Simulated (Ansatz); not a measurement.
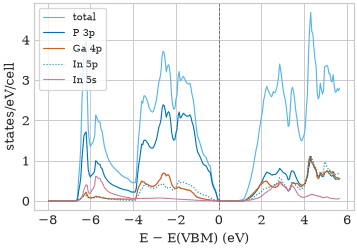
*Total and projected density of states of InGaP$_{2}$ in space group R3m (No. 160; In on 3a, Ga on 3a, P on 3a, P on 3a), PBEsol (plane waves, PAW; program Ansatz)*

Problem. Which orbitals carry the states next to the gap?

Solution. Top 1 eV of the valence band: P 3p 80 %, In 5p 12 %. Bottom 1 eV of the conduction band: Ga 4p 22 %, P 3s 21 %, Ga 4s 21 %, P 3p 17 %, In 5p 8 %, outside the projected shells 7 %. Projections are on Löwdin-orthogonalised atomic valence shells; empty p or d shells of many metals are not among them.

Problem. Where is the tallest occupied peak in this window, and what makes it?

Solution. Near -6.2 eV, about 4.0 states/eV per cell; the largest projected share is P 3p.

The workflow started from a Materials Project entry (that database holds measured and hypothetical structures alike); the Crystallography Open Database copy checked does not list it. With In and Ga taken as one species the cell has the higher symmetry F-43m, so it may be an ordered model of a mixed-site phase. Its standing as an ambient phase is unchecked. Symmetry was held in the PBEsol relaxation; of distortions, only those at the zone centre were tested. Spin–orbit coupling is left out wherever it is not named.

Potentials: the later of the program's two PAW sets.
